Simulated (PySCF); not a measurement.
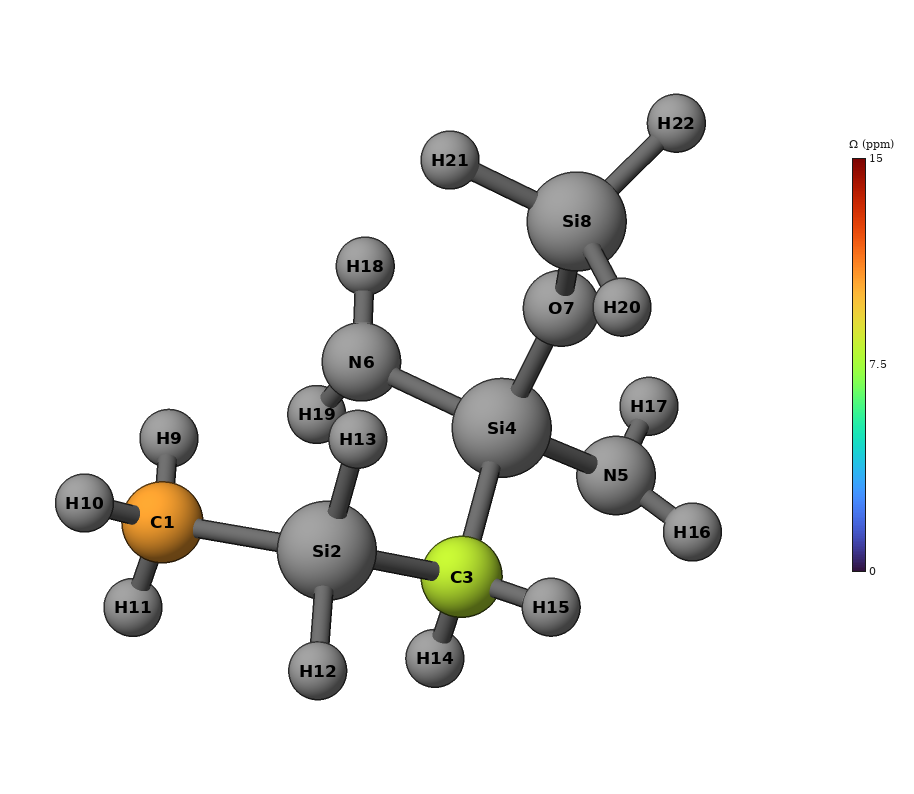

The C atoms are coloured by the span of their shielding tensor. Computed geometry: GFN2-xTB optimisation. No frequency run is at hand to confirm it as a minimum. Level of theory: GIAO PBE0/pcSseg-1 NMR shielding, non-relativistic, gas phase (PySCF 2.14.0). Principal shieldings σ11 ≤ σ22 ≤ σ33, span Ω = σ33 − σ11, skew κ = 3(σiso − σ22)/Ω.

Which C atom has the most anisotropic shielding?

Answer. C1, with a span of 10 ppm.

Give the shielding tensors of the C atoms.

| atom | σ11 | σ22 | σ33 | σiso | Ω | κ |
| --- | --- | --- | --- | --- | --- | --- |
| C1 | 187.9 | 189.3 | 198.4 | 191.9 | 10.5 | 0.74 |
| C3 | 187.3 | 190.3 | 195.5 | 191.0 | 8.2 | 0.27 |

Shieldings and span in ppm.

The geometry is semi-empirical. Around Si such bond lengths and angles can be off by a tenth of an ångström or more and by several degrees, and values that hang on the shape move with them.
